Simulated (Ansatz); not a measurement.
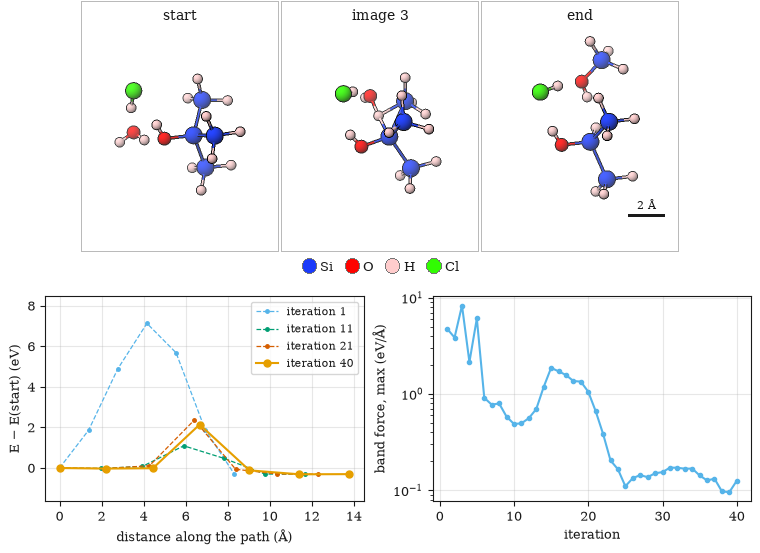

A nudged-elastic-band calculation for Si₄H₁₃O₂Cl. Images are numbered from 0 (start) to 6 (end). The plot follows the band through its iterations. The picture is a ball-and-stick view, seen at a tilt.

These are results of RKS PBE0-D4/def2-SVP (Ansatz), not measurements. Set-up: 5 movable images; climbing image.

Question: How did the profile develop, and is the result final?

Answer: The result isn't final. The band hadn't converged when the run stopped after 40 iterations. The largest component of the band force went from 4.8 to 0.13 eV/Å. The barrier read from it is provisional, though the highest image hardly moved in the last two iterations. The largest force component is 0.43 eV/Å at the start and 0.45 eV/Å at the end; an end with forces this large is no minimum, and the barrier measured from it can be far off. The first iteration put the highest image at 7.13 eV. Forward barrier 2.14 eV, backward barrier 2.45 eV, with image 3 at the top; the reaction energy is −0.30 eV. Image 5 lies below both ends, at −0.31 eV, which may mean an intermediate minimum or an end that is no minimum.
